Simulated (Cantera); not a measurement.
A closed system holds: 1 mol Si3N4, a varied amount of O2, at 1725 K and 0.0260 bar.

Method: chemical equilibrium by Gibbs-energy minimisation in Cantera with the NASA 1993 tables (ideal gas, pure condensed phases). Candidate condensed phases: Si, SiO2, Si2N2O, Si3N4; 16 gas species. Mutual solubility and eutectic melting of coexisting phases are not modelled. The tables hold silica as quartz up to 1696 K and as liquid above; real silica turns to tridymite and cristobalite and melts near 1996 K. Kinetics and transport are ignored.

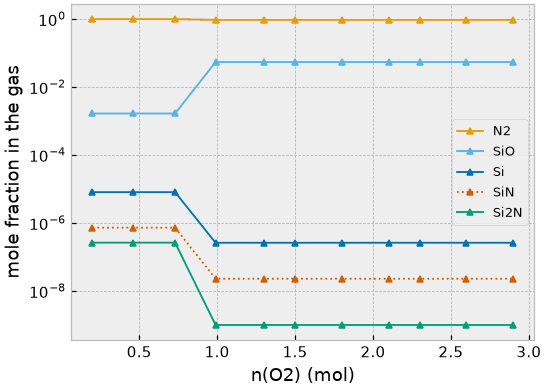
Fig. 1. Equilibrium gas composition (values under 1e-9 drawn at 1e-9)

From 0.2 mol O2 to 0.73 mol O2 the condensed part is Si2N2O(s) + Si3N4(s). From 0.99 mol O2 to 2.9 mol O2 the condensed part is SiO2(condensed) + Si2N2O(s). The main Si-bearing gas is SiO throughout.
